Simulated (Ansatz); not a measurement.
AlBH₃O₂F: frequency calculation

AlBH₃O₂F, SMILES B[O][Al]([OH])[F], computed with RKS PBE-D4/def2-SVP (Ansatz 0.2.0).

It belongs to a series of runs on one base structure; here: vibrations at the highest image of the band.

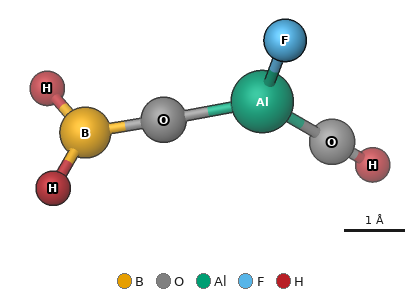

Figure 1. The structure (ball-and-stick view, seen at a tilt). Sticks mark near contacts.

**Input**
```yaml
crystal:
  periodic: [false, false, false]
  atoms:
    - { symbol: B, position_ang: [-0.240038, 1.905439, 0.157712] }
    - { symbol: O, position_ang: [-0.063271, 0.602019, -0.115961] }
    - { symbol: Al, position_ang: [0.150837, -1.038063, -0.507225] }
    - { symbol: O, position_ang: [0.301619, -2.203765, 0.655023] }
    - { symbol: F, position_ang: [0.194128, -1.418007, -2.128058] }
    - { symbol: H, position_ang: [-1.376371, 2.346113, 0.276484] }
    - { symbol: H, position_ang: [0.738929, 2.630166, 0.283309] }
    - { symbol: H, position_ang: [0.386366, -2.881001, 1.322916] }
basis:
  gaussian: { orbitals: def2-SVP }
hamiltonian:
  xc: pbe
  dispersion: d4
phonons: {}
```

Run as:
```bash
ansatz run input.yaml --threads 1 --pin off --max-ram 2048MiB --backend cpu --events-out ev --progress --plain --runs-dir out
```

**What the program printed**
```
Engine: ansatz 0.2.0, aarch64-unknown-linux-gnu
Functional definition: PBE
  parameter kappa = 0.804
  parameter beta = 0.06672455060314922
  exchange = pbe_x(kappa = kappa, mu = beta*pi^2/3)
  correlation = pbe_c(beta = beta)
955 factors; their error is unknown
mean field evaluation 1: about -14105.4807 eV, gradient 8.6e1 eV
mean field evaluation 2: about -14049.2023 eV, gradient 1.9e2 eV
mean field evaluation 4: about -14118.1601 eV, gradient 1.7e1 eV
mean field evaluation 8: about -14118.6316 eV, gradient 8.4e-2 eV
mean field evaluation 16: about -14118.5921 eV, gradient 8.5e-6 eV
mean field -14118.59212767 eV, -518.8486907665 hartree, gradient 8.5e-6 eV, S^2 0.000000; 0 other end points of the search recorded, 0 dependent functions left out
the calculation of the forces begins
reference -14118.59217011 eV, -518.8486923260 hartree; 23, 23 occupied and 66, 66 virtual orbitals, 955 factors
these checks for a lower state are left out or cut short: stability, starts, cluster_reference, orbital_swaps, neighbouring_geometries, increment
955 factors; their error is unknown
mean field -14118.59201373 eV, -518.8486865791 hartree, gradient 2.8e-6 eV, S^2 0.000000; 0 other end points of the search recorded, 0 dependent functions left out
[... from here on the field's lines of each further geometry are left out, up to the last ...]
the calculation of the forces begins
reference -14118.59205413 eV, -518.8486880639 hartree; 23, 23 occupied and 66, 66 virtual orbitals, 955 factors
these checks for a lower state are left out or cut short: stability, starts, cluster_reference, orbital_swaps, neighbouring_geometries, increment
955 factors; their error is unknown
mean field -14118.59207236 eV, -518.8486887340 hartree, gradient 1.4e-6 eV, S^2 0.000000; 0 other end points of the search recorded, 0 dependent functions left out
the calculation of the forces begins
reference -14118.59211480 eV, -518.8486902935 hartree; 23, 23 occupied and 66, 66 virtual orbitals, 955 factors
WARN: phonons: modes at or below zero, which the zero-point energy, F, S and C_V leave out: 2, the lowest at -377.72 cm⁻¹. A minimum has none, and a first-order saddle one
Total energy: -14118.72128342 eV, -518.8534371526 hartree
Atom 0 at    -0.240038     1.905439     0.157712 Å, force     0.004026     0.007487    -0.011927 eV/Å
Atom 1 at    -0.063271     0.602019    -0.115961 Å, force     0.000127    -0.002264    -0.001849 eV/Å
Atom 2 at     0.150837    -1.038063    -0.507225 Å, force    -0.015386    -0.005836    -0.005154 eV/Å
Atom 3 at     0.301619    -2.203765     0.655023 Å, force     0.002649     0.009412     0.029595 eV/Å
Atom 4 at     0.194128    -1.418007    -2.128058 Å, force     0.006555    -0.002759    -0.009258 eV/Å
Atom 5 at    -1.376371     2.346113     0.276484 Å, force    -0.000766    -0.001624     0.006816 eV/Å
Atom 6 at     0.738929     2.630166     0.283309 Å, force     0.000445     0.002534     0.006971 eV/Å
Atom 7 at     0.386366    -2.881001     1.322916 Å, force     0.002349    -0.006950    -0.015193 eV/Å
Dipole moment:     0.058345    -0.427442     0.384039 e Å
Vibrations: -377.72 -131.42 70.05 97.66 151.79 246.34 270.61 275.78 611.06 861.95 973.65 1010.21 1032.71 1205.05 1444.13 2452.50 2538.12 4029.52 cm⁻¹, zero-point energy 1.070674 eV
```

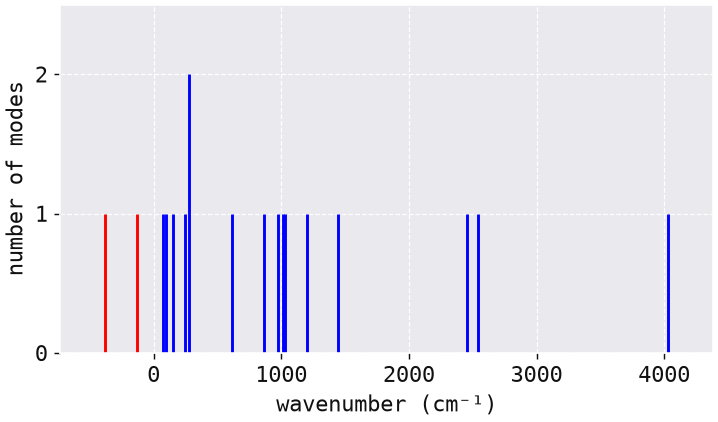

Figure 2. Harmonic vibrational wavenumbers from the force constants; neighbouring modes closer than 20 cm⁻¹ are counted in one stick, and imaginary ones are drawn at negative wavenumbers. 18 modes from 378i to 4030 cm⁻¹, 2 imaginary beyond 8i (378i, 131i cm⁻¹): not a minimum.

**Results in brief**

| quantity | value |
| --- | --- |
| outcome | converged |
| total energy | −14118.7213 eV |
| mean-field energy | −14118.5922 eV |
| largest force (length of the vector) | 0.031 eV/Å |
| hardware | 1 thread of Arm Neoverse V1, 24 GiB of memory available, shared host |
| wall time | 70 s |
| peak memory | 0.12 GiB |
